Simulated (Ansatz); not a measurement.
**A family of molecules: the dipole moment**

Gas-phase molecules, one atom swapped for its congeners: C2HBCl2 `C#CB(Cl)Cl`; C2HAlCl2 `C#[C][Al]([Cl])[Cl]`; C2HCl2Ga `C#[C][Ga]([Cl])[Cl]`; C2HCl2In `C#[C][In]([Cl])[Cl]`. All are singlets with charge 0.

Shapes, held fixed at every level: PBE0-D4/def2-TZVP. Programs: Ansatz 0.2.0. Values in D.

```json
{"level": "PBE-D4/def2-TZVPP", "C2HBCl2": "1.52", "C2HAlCl2": "1.75", "C2HCl2Ga": "2.14", "C2HCl2In": "2.55"}
{"level": "r2SCAN-D4/def2-TZVPP", "C2HBCl2": "1.64", "C2HAlCl2": "1.87", "C2HCl2Ga": "2.28", "C2HCl2In": "2.71"}
{"level": "B3LYP-D4/def2-TZVPP", "C2HBCl2": "1.61", "C2HAlCl2": "1.81", "C2HCl2Ga": "2.23", "C2HCl2In": "2.64"}
{"level": "wB97M-V/def2-TZVPP", "C2HBCl2": "1.60", "C2HAlCl2": "1.82", "C2HCl2Ga": "2.25", "C2HCl2In": "2.67"}
```

At wB97M-V/def2-TZVPP the dipole moment rises at every step, from 1.60 to 2.67 D. Every level shows the same order. For atoms past krypton def2 sets carry core potentials with scalar relativity. Relativity is left out for Ga.

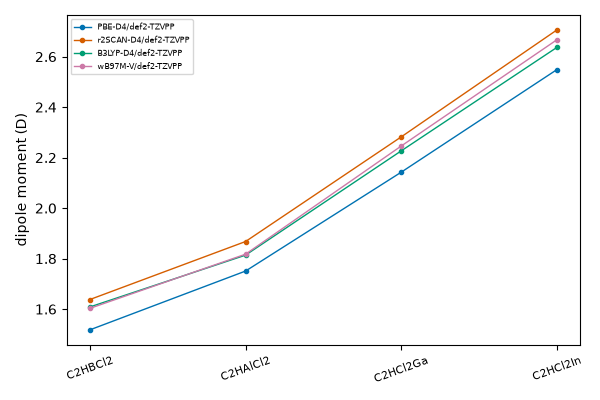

The trend along the series, level by level.
